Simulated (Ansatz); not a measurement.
ZrO2, pressure series

The reference is ZrO2 in the fluorite structure (space group Fm-3m, No. 225; a = 5.089 Å).

Cell and atoms are relaxed at each pressure.

Computed with r2SCAN/PAW in Ansatz (a first-principles code), no spin-orbit coupling, earlier PAW set.

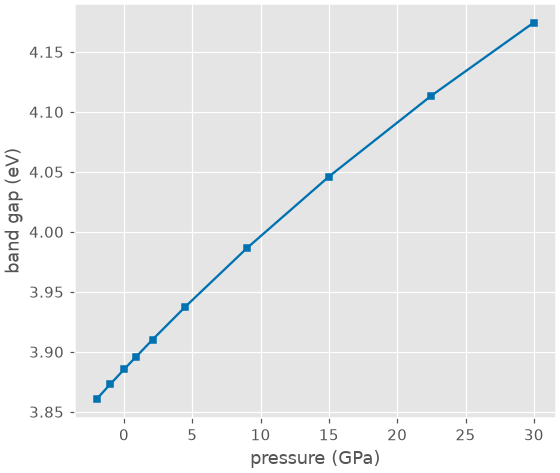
*Band gap against pressure*

```csv
pressure (GPa),band gap
-2,3.86 eV
-1,3.87 eV
0.9,3.90 eV
2.1,3.91 eV
4.5,3.94 eV
9,3.99 eV
15,4.05 eV
22.5,4.11 eV
30,4.17 eV
```

Load acts through the strain it causes; cell and atoms are relaxed under it. Stability against distortions was not tested. Competing high-pressure phases were not computed. This is not the structure that ZrO2 has at room temperature and ambient pressure.
